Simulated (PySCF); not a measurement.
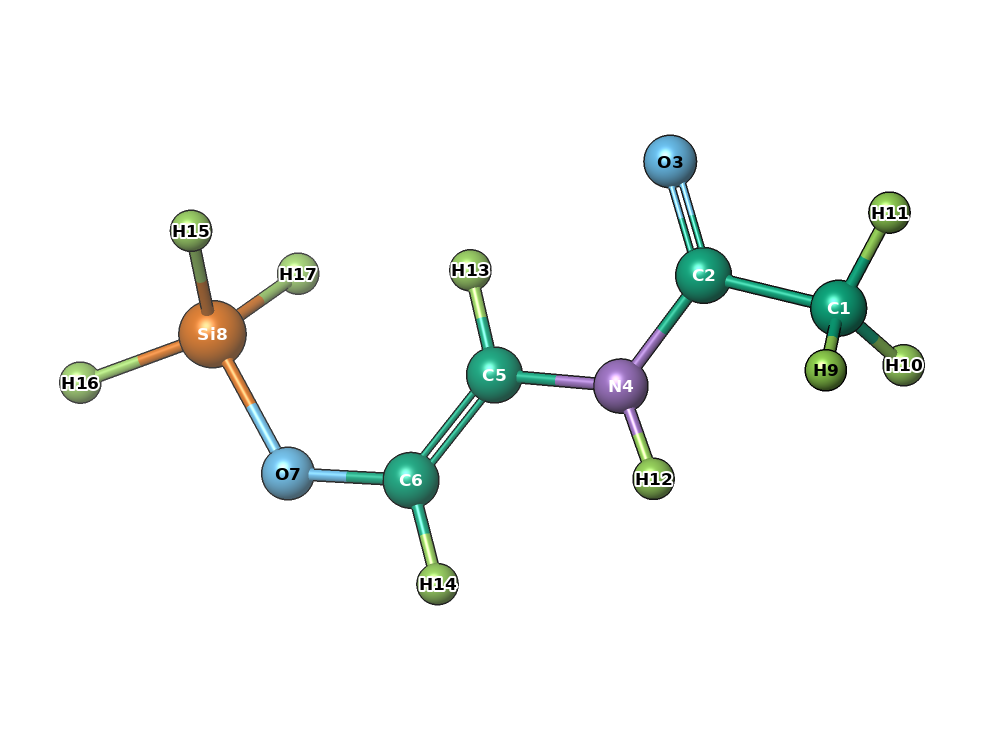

Depth is shown by fading: the farther an atom, the more it takes the colour of the background. The geometry was computed by an optimisation with PBE0-D3(BJ)/def2-SVP. No frequency run is at hand to confirm it as a minimum.

Find the stereocentres and stereogenic double bonds.

Answer. Double bonds: C5=C6.

Give the R/S and E/Z labels.

Answer. C5=C6: E.
